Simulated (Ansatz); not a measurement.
# Does disorder add resistance in series? Zr(0001) layers displaced at 800 K

Two lengths of the disordered region are known. What area resistance does the third give?

Set-up. Ansatz 0.2.0, plane waves with PAW datasets at their recommended cutoffs (420 eV for most), Fermi-Dirac smearing; ballistic transmission by layer matching. The area resistance is RA = A (h/2e²)(1/T − 1/N), with T the zone-mean transmission per spin and N the lead's channels, both averaged over a few energies near the Fermi level; for magnets each spin is taken apart, with h/e², and the two conduct in parallel. Lateral cell 2x2, PBE, a fresh random draw for each length. Atoms are displaced independently, by 0.123 Å r.m.s. per direction; each RA is scaled by the nominal over the drawn mean square displacement.

The runs, with one result withheld:

| length (Å) | channels N | RA (fΩ m²) |
| --- | --- | --- |
| 5.15 | 2.760 | 1.06 |
| 15.4 | 2.760 | 2.08 |
| 25.7 | 2.750 | ? |

**Fit on the rows shown.**

Ohm's law makes RA linear in the length: the slope is (2.08 − 1.06)/(15.4 − 5.15) = 0.0989 fΩ m² per Å, or 99 µΩ cm. Then 2.08 + 0.0989 × 10.3. Predicted: 3.10 fΩ m².

What the run gave:

3.41 fΩ m², so the prediction is 9.2 % too low. The three lengths together give 114 µΩ cm. The two increments are 1.0 and 1.3 fΩ m², roughly as Ohm's law has it, though with one draw for each length that is a weak test.

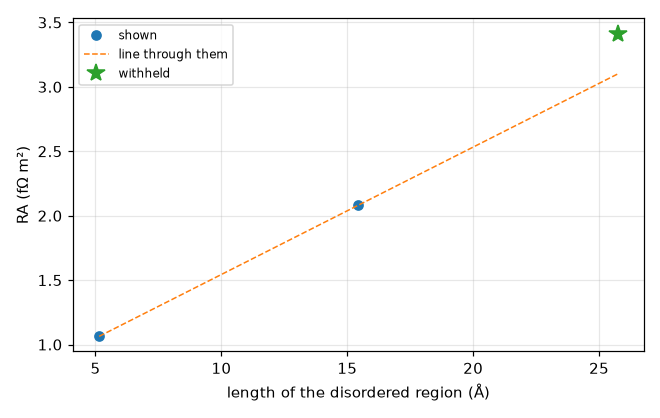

Area resistance against length.

**Limits.** The scatterers repeat sideways with the small cell. The slope is a raw one; a model of isotropic scattering puts it 1.02 times the bulk value over these lengths.
